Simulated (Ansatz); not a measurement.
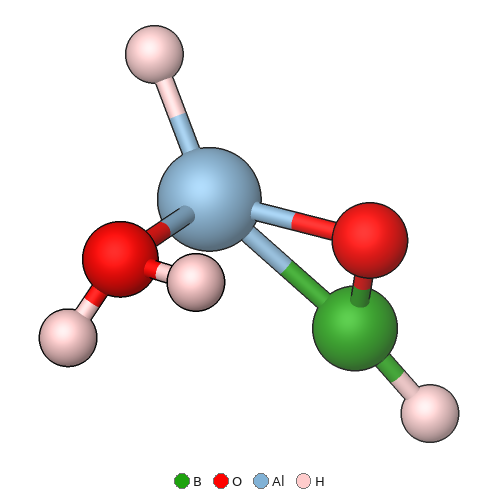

Rendered structure (ball-and-stick style).

What does the picture show?

The molecule is AlBH4O2. The point group is C1. Coordination, clear cases only: 1 B T-shaped; 1 O trigonal pyramidal.

The parts below concern this one geometry. Atoms keep their numbers from picture to picture. The geometry was computed by an optimisation with PBE0-D4/def2-TZVP. No frequency run is at hand to confirm it as a minimum.

### Dipole moment

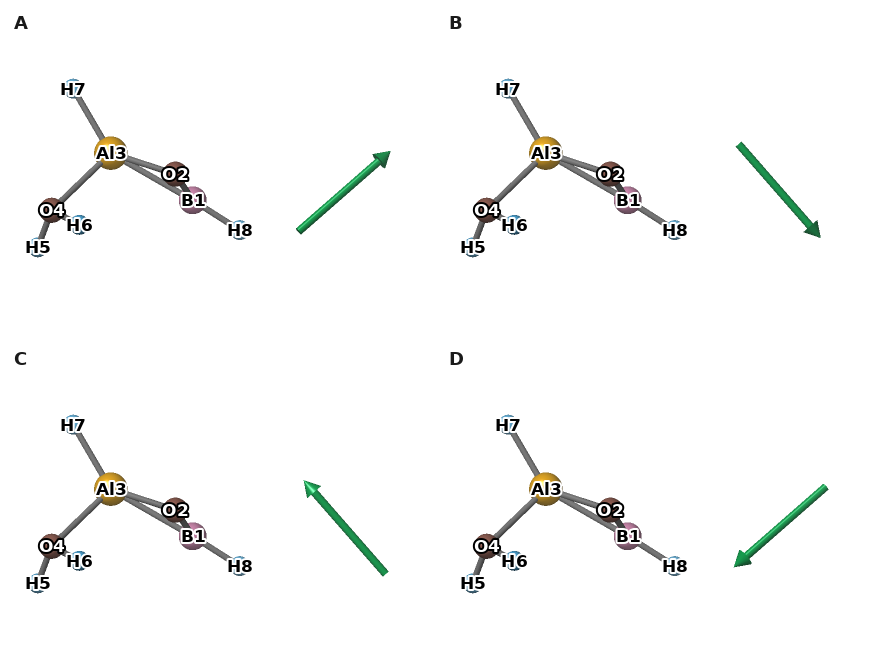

The same molecule four times, each with an arrow. No frequency run is at hand to confirm it as a minimum. Method: RKS PBE0-D4/def2-TZVP (Ansatz 0.2.0).

Question: Which arrow points along the dipole moment, from the negative to the positive end?

Answer: D. The dipole moment is 4.49 D; it points from the side of H8 to the side of H5 (the outermost atoms at the two ends).

### Electronic properties

No frequency run is at hand to confirm it as a minimum. Properties computed with RKS PBE0-D4/def2-TZVPP (Ansatz 0.2.0).

Computed properties:

- HOMO energy (Kohn–Sham orbital): −5.37 eV
- LUMO energy (Kohn–Sham orbital): −0.88 eV
- HOMO–LUMO gap: 4.49 eV
- dispersion correction: −10.1 kJ/mol

### Charges

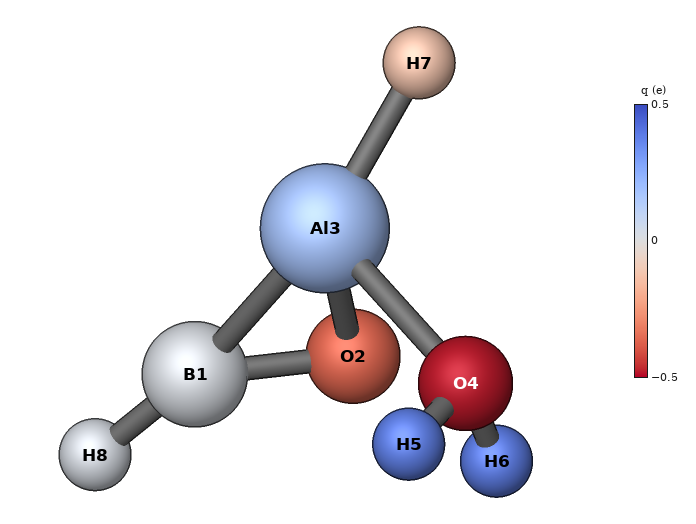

Atoms are coloured by their Mulliken charges. No frequency run is at hand to confirm it as a minimum. Level of theory: RKS PBE0-D4/def2-TZVP (Ansatz 0.2.0).

List the Mulliken charges.

| atom | value (e) |
| --- | --- |
| B1 | 0.02 |
| O2 | −0.36 |
| Al3 | 0.17 |
| O4 | −0.48 |
| H5 | 0.37 |
| H6 | 0.38 |
| H7 | −0.12 |
| H8 | 0.02 |

Mulliken values depend strongly on the basis set and can even reverse the polarity of a bond.
